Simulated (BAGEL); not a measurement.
**SiNH5 (Si(NH2)H3) at 4 levels**

Wanted: a comparison of 4 runs (B3LYP/6-31G*, B3LYP/aug-cc-pVDZ, PBE0/aug-cc-pVDZ, RI-MP2/aug-cc-pVDZ) of SiNH5 (Si(NH2)H3). 

Program for the calculation: BAGEL 1.2.2.

### 1 Starting point

SiNH5: 7 atoms, total charge 0, spin state singlet. SMILES: `[H][Si]([H])([H])N`. Geometry: relaxed at GFN2-xTB.

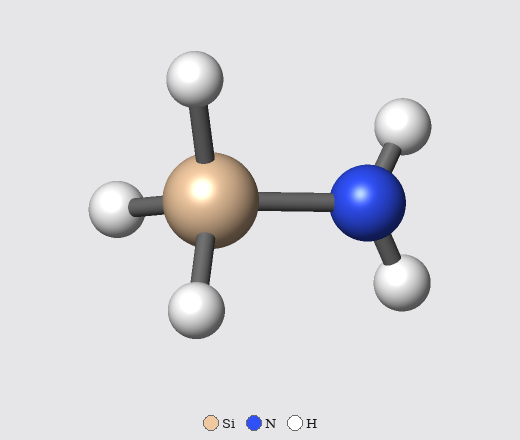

Viewed from a chosen angle; silicon light orange, nitrogen blue, hydrogen white.

### 2 A single-point energy at B3LYP/6-31G(d) (density fitting with qzvpp-jkfit, spherical functions) (run 1)

Input file calc.json:

```json
{ "bagel" : [

{
  "title" : "molecule",
  "basis" : "6-31gs.json",
  "df_basis" : "qzvpp-jkfit",
  "angstrom" : true,
  "geometry" : [
    { "atom" : "Si", "xyz" : [      -0.000690,       0.002380,      -0.682990 ] },
    { "atom" : "N", "xyz" : [       0.090660,       0.178690,       1.028560 ] },
    { "atom" : "H", "xyz" : [       0.707680,      -0.428190,       1.543790 ] },
    { "atom" : "H", "xyz" : [      -0.763660,       0.307400,       1.545850 ] },
    { "atom" : "H", "xyz" : [       1.387750,      -0.009920,      -1.135540 ] },
    { "atom" : "H", "xyz" : [      -0.747920,       1.169350,      -1.146100 ] },
    { "atom" : "H", "xyz" : [      -0.673820,      -1.219710,      -1.153570 ] }
  ]
},

{
  "title" : "ks",
  "xc_func" : "b3lyp"
},

{
  "title" : "print",
  "file" : "orbitals.molden",
  "orbitals" : true
}

]}
```

The basis set 6-31G* is read from a file made from the Basis Set Exchange's data (not shown).

Run with:

```console
$ BAGEL_NUM_THREADS=1 BAGEL calc.json > calc.out
```

The log of the run:

```text
* using 1 threads per process

  ===============================================================
  ===============================================================

  *** Geometry ***

[... 20 lines left out ...]
    * Removing 10657 points whose weight is below 1.00e-10
[... 2 lines left out ...]
  === Nuclear Repulsion ===
    65.1674046877

       - DIIS with orbital gradients will be used.

  === KS iteration (b3lyp / 6-31gs.json) ===
      0       -333.63386223          0.17036236           0.12
      1       -333.28581119          0.13624606           0.09
      2       -328.96422637          0.21446423           0.08
[... 13 lines of this table left out ...]
     16       -347.25724003          0.00000001           0.08
    * SCF iteration converged.

    * Permanent dipole moment:
           (    0.154456,     0.312381,    -0.368032) a.u.

    * METHOD: KS                                   1.70

    * METHOD: PRINT                                0.00

  ===============================================================
```

It took 1.9 s on 1 thread of Arm Neoverse V2, shared host; peak memory 0.21 GiB.

### 3 The energy at B3LYP/aug-cc-pVDZ (density fitting with qzvpp-jkfit) (run 2)

Input file dft.json:

```json
{ "bagel": [

{
  "title": "molecule",
  "basis": "aug-cc-pvdz.json",
  "df_basis": "qzvpp-jkfit",
  "angstrom": true,
  "geometry": [
    { "atom": "Si", "xyz": [      -0.000690,       0.002380,      -0.682990 ] },
    { "atom": "N", "xyz": [       0.090660,       0.178690,       1.028560 ] },
    { "atom": "H", "xyz": [       0.707680,      -0.428190,       1.543790 ] },
    { "atom": "H", "xyz": [      -0.763660,       0.307400,       1.545850 ] },
    { "atom": "H", "xyz": [       1.387750,      -0.009920,      -1.135540 ] },
    { "atom": "H", "xyz": [      -0.747920,       1.169350,      -1.146100 ] },
    { "atom": "H", "xyz": [      -0.673820,      -1.219710,      -1.153570 ] }
  ]
},

{ "title": "ks", "xc_func": "b3lyp" },

{ "title": "print", "file": "orbitals.molden", "orbitals": true }

]}
```

The basis set aug-cc-pVDZ is read from a file made from the Basis Set Exchange's data (not shown).

Run with:

```console
$ BAGEL_NUM_THREADS=1 BAGEL dft.json > dft.out
```

The log of the run:

```text
* using 1 threads per process

  ===============================================================
  ===============================================================

  *** Geometry ***

[... 20 lines left out ...]
    * Removing 10657 points whose weight is below 1.00e-10
[... 2 lines left out ...]
  === Nuclear Repulsion ===
    65.1674046877

       - DIIS with orbital gradients will be used.

  === KS iteration (b3lyp / aug-cc-pvdz.json) ===
      0       -332.52178452          0.07774055           0.24
      1       -331.58985898          0.15944407           0.23
      2       -329.02239137          0.12820931           0.23
[... 13 lines of this table left out ...]
     16       -347.28990573          0.00000001           0.23
    * SCF iteration converged.

    * Permanent dipole moment:
           (    0.133560,     0.268187,    -0.306081) a.u.

    * METHOD: KS                                   4.35

    * METHOD: PRINT                                0.01

  ===============================================================
```

Run time: 4.8 s. Hardware: 1 thread of Arm Neoverse V2, shared host; peak memory 0.4 GiB.

Run 3 isn't shown in full; the table further down has it.

### 4 A single-point energy at RI-MP2/aug-cc-pVDZ (density fitting with qzvpp-jkfit) (run 4)

Input file input.json:

```json
{ "bagel" : [

{
  "title" : "molecule",
  "basis" : "aug-cc-pvdz.json",
  "df_basis" : "qzvpp-jkfit",
  "angstrom" : true,
  "geometry" : [
    { "atom" : "Si", "xyz" : [   -0.000690,    0.002380,   -0.682990 ] },
    { "atom" : "N", "xyz" : [    0.090660,    0.178690,    1.028560 ] },
    { "atom" : "H", "xyz" : [    0.707680,   -0.428190,    1.543790 ] },
    { "atom" : "H", "xyz" : [   -0.763660,    0.307400,    1.545850 ] },
    { "atom" : "H", "xyz" : [    1.387750,   -0.009920,   -1.135540 ] },
    { "atom" : "H", "xyz" : [   -0.747920,    1.169350,   -1.146100 ] },
    { "atom" : "H", "xyz" : [   -0.673820,   -1.219710,   -1.153570 ] }
  ]
},
{ "title" : "hf" },
{ "title" : "mp2", "ncore" : 6 }

]}
```

The basis set aug-cc-pVDZ is read from a file made from the Basis Set Exchange's data (not shown).

Run with:

```console
$ BAGEL_NUM_THREADS=1 BAGEL input.json > input.out
```

The log of the run:

```text
* using 1 threads per process

  ===============================================================
  ===============================================================

  *** Geometry ***

[... 31 lines left out ...]
    * SCF iteration converged.
[... 1 line left out ...]
    * Permanent dipole moment:
[... 2 lines left out ...]
    * METHOD: HF                                   0.33

  *** RHF ***

  === Nuclear Repulsion ===
    65.1674046877

      * DIIS with orbital gradients will be used.

  === RHF iteration (aug-cc-pvdz.json) ===
      0       -346.31268586          0.00000000           0.02
    * SCF iteration converged.

    * Permanent dipole moment:
           (    0.149480,     0.298832,    -0.292145) a.u.

  === DF-MP2 calculation ===

    * freezing 6 orbitals
    * 3-index integral transformation done
    * assembly done

      MP2 correlation energy:   -0.2985424340      0.01

      MP2 total energy:       -346.6112282976

    * METHOD: MP2                                  0.06

  ===============================================================
```

It took 0.64 s on 1 thread of Arm Neoverse V2, shared host.

### 5 The series

```tsv
run	level	frozen core orbitals	energy (Eh)	dipole moment (D)	HOMO energy (eV)	LUMO energy (eV)	wall time
1	B3LYP/6-31G* (density fitting with qzvpp-jkfit, spherical functions)	–	-347.257240	1.29	-6.77	0.67	1.9 s
2	B3LYP/aug-cc-pVDZ (density fitting with qzvpp-jkfit)	–	-347.289906	1.09	-7.15	-0.56	4.8 s
3	PBE0/aug-cc-pVDZ (density fitting with qzvpp-jkfit)	–	-347.072240	1.10	-7.37	-0.31	4.5 s
4	RI-MP2/aug-cc-pVDZ (density fitting with qzvpp-jkfit)	6	-346.611228	–	–	–	0.64 s
```

### 6 Results

| quantity | value |
| --- | --- |
| run 4: total energy | -346.61123 Eh |
| run 4: correlation energy (6 core orbitals frozen) | -298.5 mEh |

**Reading.** Over runs 1, 2, 3 the dipole moment (its size) runs from 1.09 D (B3LYP/aug-cc-pVDZ) to 1.29 D (B3LYP/6-31G*). Over runs 1, 2, 3 the HOMO–LUMO gap runs from 6.58 eV (B3LYP/aug-cc-pVDZ) to 7.44 eV (B3LYP/6-31G*). Totals of different functionals can't be ranked against each other. All runs together took 12 s, the longest 4.8 s.
